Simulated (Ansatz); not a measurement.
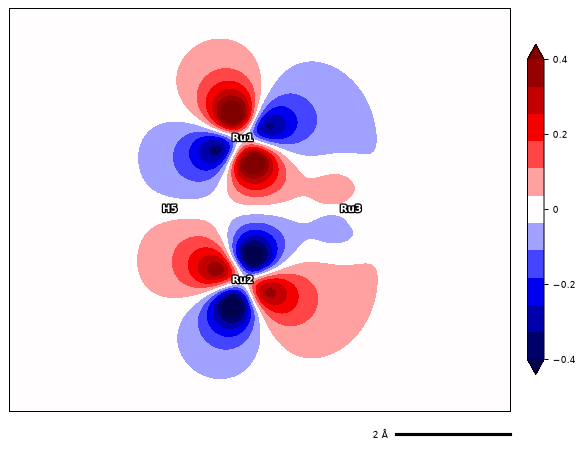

*H₄Ru₃. The HOMO−1 on the plane of atoms Ru1, Ru3 and Ru2 (values in Å⁻³ᐟ²; the overall sign is arbitrary).*

Geometry: PBE-D4/def2-TZVP; core potentials replace the inner electrons of Ru.

All numbers below come from RKS PBE0-D4/def2-TZVP in Ansatz 0.2.0.

```xyz
7

Ru    1.4357   -0.0562   -0.4230
Ru   -0.9115   -0.6629   -0.9865
Ru   -0.2671    1.4433   -0.4413
H    -0.7110    1.7641    1.0624
H     0.6113   -1.5860   -0.8391
H     1.2140   -0.1170    1.1241
H    -1.3714   -0.7853    0.5033
```

Where does this orbital lie, and at what energy?

Answer. Its weight (Hirshfeld) is mainly on Ru1 (about 45 %) and Ru2 (about 45 %). Its energy is −5.48 eV.
